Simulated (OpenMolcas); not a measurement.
**How basis sets differ on SiF4 (silicon tetrafluoride)**

The species is SiF4 (5 atoms), meant as a singlet with charge 0. SMILES: `F[Si](F)(F)F`. The shape is that of a PBE0-D4/def2-TZVP optimisation.

Each level gives the HOMO–LUMO gap (eV). The values are calculated.

```
                       level          kind     program  value (eV)  CPU time
                   HF/STO-3G  Hartree–Fock  OpenMolcas       24.17     1.9 s
                    HF/3-21G  Hartree–Fock  OpenMolcas       22.92     2.2 s
HF/ANO-L-VDZP (RICD fitting)  Hartree–Fock  OpenMolcas       22.83       9 s
                HF/6-311+G**  Hartree–Fock  OpenMolcas       20.15      18 s
```

The values span 20.15 to 24.17 eV. A Hartree–Fock LUMO above zero doesn't converge with the basis: it sinks as sets grow more diffuse. Orbital gaps aren't excitation energies. Times are those of the runs behind each value, whatever else they computed, on shared processors of several kinds: orders of magnitude only.

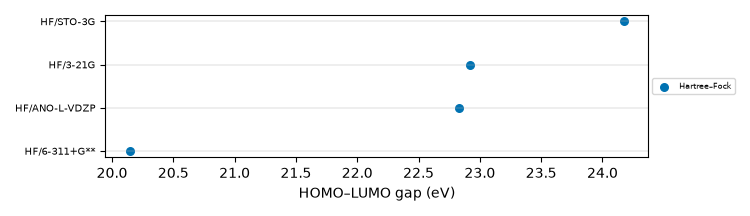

The values of the table, level by level.
